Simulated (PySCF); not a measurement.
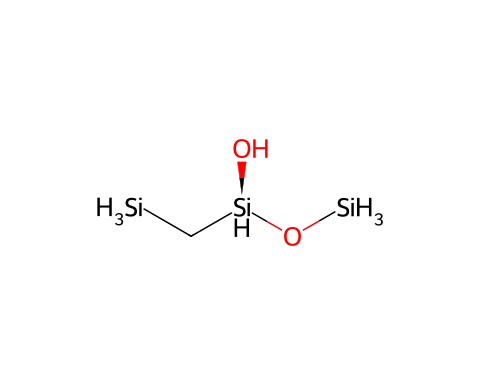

Computed geometry: GFN2-xTB optimisation. No frequency run is at hand to confirm it as a minimum. Properties computed with PBE0/pcSseg-1, gas phase (PySCF 2.14.0).

What does the calculation give?

The species is CH₁₀O₂Si₃ (`O[Si@H](C[SiH3])O[SiH3]`).
- dipole moment: 1.43 D
- HOMO energy (Kohn–Sham orbital): −8.22 eV
- LUMO energy (Kohn–Sham orbital): 0.18 eV
- HOMO–LUMO gap: 8.39 eV

The geometry is semi-empirical. Around Si such bond lengths and angles can be off by a tenth of an ångström or more and by several degrees, and values that hang on the shape move with them.
